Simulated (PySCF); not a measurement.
CH₅F₃GeSi, SMILES FC(F)(F)[SiH2][GeH3], GFN2-xTB optimised geometry. Atoms within 1.6 Å of the plane z = 0.0 Å (x, y, z in Å): F1 (1.79, 1.46, 0.00), C2 (0.44, 1.46, 0.00), F3 (0.06, 2.75, 0.00), F4 (0.08, 0.96, -1.21), Si5 (-0.31, 0.37, 1.42), Ge6 (-0.69, -1.58, 0.20), H9 (0.50, -2.03, -0.57), H10 (-1.09, -2.75, 1.05), H11 (-1.79, -1.43, -0.80).

Method: B3LYP/def2-TZVP (PySCF). Cells within 0.4 Å of a nucleus heavier than hydrogen are left out (blank, or x).

Map of the electrostatic potential (hartree/e), clipped to [-0.08, 0.12] on the plane z = 0.0 Å:

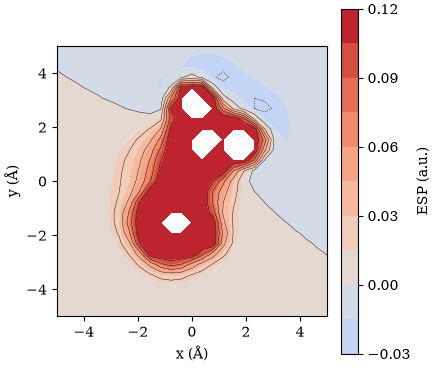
Figure: Electrostatic potential (hartree/e), clipped to [-0.08, 0.12] on the plane z = 0.0 Å.
